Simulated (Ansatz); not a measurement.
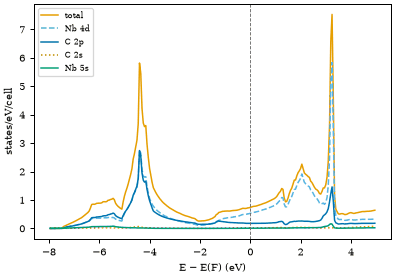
Figure: Total and projected density of states of NbC (rock salt, Fm-3m), DFT-PBE in the program Ansatz with PAW potentials

Task: Which orbitals carry the states next to the Fermi level?

Result: Within 0.5 eV of the Fermi level: Nb 4d 72 %, C 2p 24 %. Projections are on Löwdin-orthogonalised atomic valence shells; empty p or d shells of many metals are not among them.

Task: Where is the tallest occupied peak in this window, and what makes it?

Result: Near -4.4 eV, about 5.8 states/eV per cell; the largest projected share is Nb 4d.

Symmetry was held in the PBE relaxation; phonons on a q-mesh show no instability. No spin polarisation was allowed. Scalar-relativistic: spin–orbit coupling is off unless named, which matters more the heavier the elements.

Potentials: the later of the program's two PAW sets.
